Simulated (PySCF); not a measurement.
# CoF₃: relaxation and vibrations of the quintet

The task is one start of a wider search on CoF₃: the quintet, from a T-shaped start. It is relaxed, tested by its Hessian and followed downhill if it is a saddle.

Program: PySCF 2.14.0. Level of theory: PBE0, basis Co def2-TZVP, F def2-TZVP, no relativity, density fitting. These are calculated values, not measurements.

### 1 The system as given

4 atoms, charge 0, spin multiplicity 5.

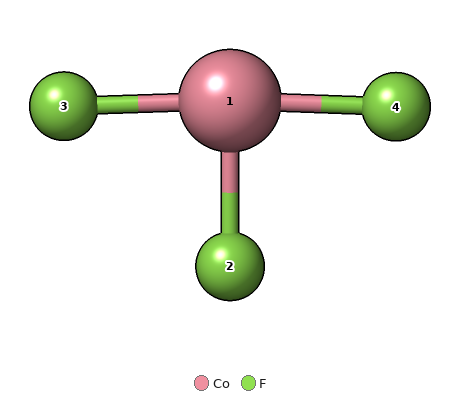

Start geometry, drawn with cobalt pink, fluorine green; atoms are numbered from 1 in the order of the file.

Z-matrix (Å, degrees; charge 0 multiplicity 5):
```
Co
F  1 1.7500
F  1 1.7500 2 88.00
F  1 1.7500 2 88.00 3 180.00
```

### 2 The SCF at the typed geometry

One driver script runs all steps and calls PySCF; scf.py shows how it sets up the SCF of each step. The optimiser is the driver's own. After this first run the driver tries any further starts and a stability analysis.

Input file scf.py:

```python
from pyscf import gto, scf, dft
mol = gto.M(atom='''
Co     0.000000     0.000000     0.000000
F      0.000000     0.000000     1.750000
F      1.748900     0.000000     0.061100
F     -1.748900     0.000000     0.061100''',
    basis={'Co': 'def2-TZVP', 'F': 'def2-TZVP'},
    charge=0, spin=4)
mf = dft.UKS(mol, xc='PBE0')
mf.grids.atom_grid = (50, 194)
aux = {'Co': 'def2-universal-JKFIT', 'F': 'def2-universal-JKFIT'}
mf = mf.density_fit(auxbasis=aux)
mf.conv_tol = 1e-08
mf.diis_space = 10
mf.max_cycle = 60
mf.init_guess = 'minao'
mf.verbose = 4
mf.kernel()
```

Launch:

```console
> OMP_NUM_THREADS=4 python axn.py task.json out
```

After this run come: T-shaped start, quintet: relaxation; Hessian and properties.

Q: Predict the outcome of this session. Wanted: minimum; geometry; wavenumbers; dipole moment; highest occupied, lowest empty level; polar-tensor charge of Co1; zero-point energy; atomisation energy; ⟨S²⟩.

The runs gave:

```
                                          quantity                                      value
                                           minimum                               quintet, D3h
                                          geometry      Co–F 1.719 Å (×3); F–Co–F 120.0° (×3)
                                wavenumbers (cm⁻¹)  152 (e'), 156 (a2''), 664 (a1'), 740 (e')
                                     dipole moment                                     0.00 D
highest occupied, lowest empty level (either spin)                           -11.19, -5.45 eV
                        polar-tensor charge of Co1                                    +1.83 e
                                 zero-point energy                                15.6 kJ/mol
                               entropy at 298.15 K                            309.9 J/(mol K)
         atomisation energy (no zero-point energy)                                1209 kJ/mol
                                              ⟨S²⟩                                      6.012
```

What this shows: From C2v at the start the molecule goes to a D3h minimum. In the infrared the band at 740 cm⁻¹ (e', stretch) leads. Co1 has a polar-tensor charge of +1.8 e (a dipole derivative, not a static charge), yet symmetry cancels the bond dipoles. Most of the spin sits on Co1 (Mulliken spin 3.12, against 4 for the whole molecule). Other starts or spin states, not run here, may lie lower. Open d and f shells are described by one determinant, and the ground state may have another occupation or spin.
